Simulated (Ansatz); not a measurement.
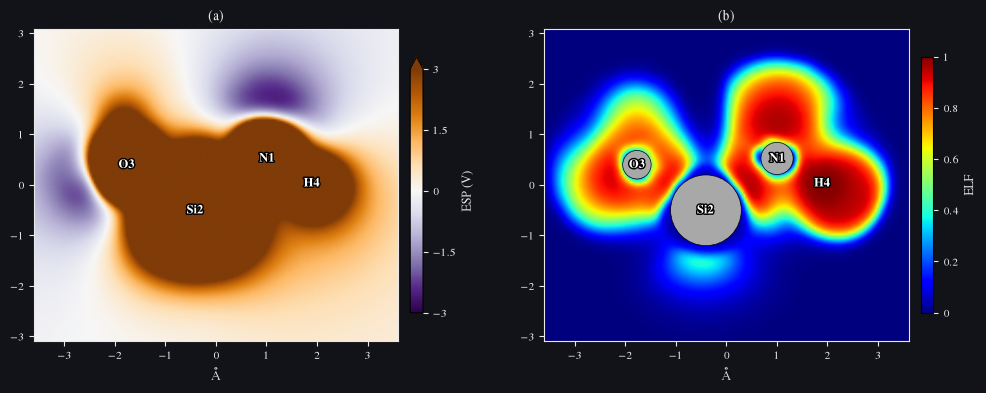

The picture shows: H₄NOSi (SMILES [NH][SiH2]O) (doublet). (a) molecular electrostatic potential; (b) electron localisation function on the plane of atoms N1, Si2 and O3. Grey discs cover the atomic cores in the ELF map.

Geometry: PBE0-D4/def2-TZVP.

Computed with isolated molecule in a Gaussian basis; Hartree-Fock (Ansatz 0.2.0).

```yaml
atoms:
  - { symbol: N, position_ang: [-1.2197, -0.3626, 0.6667] }
  - { symbol: Si, position_ang: [0.1166, 0.2121, -0.2900] }
  - { symbol: O, position_ang: [1.3985, -0.7951, -0.1469] }
  - { symbol: H, position_ang: [-2.1010, 0.1255, 0.4963] }
  - { symbol: H, position_ang: [-0.1843, 0.2630, -1.7421] }
  - { symbol: H, position_ang: [0.4146, 1.5772, 0.2362] }
  - { symbol: H, position_ang: [1.6366, -1.0880, 0.7342] }
```

> Read the bonding off the picture.

The plane passes through N, Si, O and H nuclei.
Si–O (1.64 Å): the ELF peaks at about 0.90 between the atoms (a shared but strongly polarised pair).
Si–N (1.74 Å): the ELF peaks at about 0.95 between the atoms, as expected for a shared but strongly polarised pair.
N–H (1.02 Å): the ELF climbs to about 1 towards the hydrogen, as it does in any bond to H; an ordinary covalent bond to hydrogen.
The ELF also peaks beside O3 and N1, away from the bonds: non-bonding electrons, paired or unpaired.
Outside the dense part of the molecule the potential is most negative (−2.5 V) near N1.
